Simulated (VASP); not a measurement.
Band structure of ZrS$_{2}$ (1T layered). Method: optB86b-vdW, VASP's PBE PAW potentials (set 64) (plane waves; VASP).

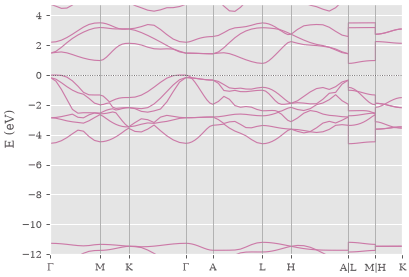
Figure. Bands along high-symmetry lines, zero at the valence-band maximum or, without a gap, the Fermi level

Read the plot: is there a gap, and where are the band edges?

The gap is indirect, 0.78 eV, from the valence maximum at K-Γ at 0.89 to the conduction minimum at L. (Edges off the drawn lines would not show.)

Measured: gap 1.70 eV (computed value off by -0.92 eV), as given by Miłosz Rybak et al., Nanomaterials (2022), arXiv:2210.12074.

The compound is ZrS2 in the 1T layered structure. It was relaxed first.
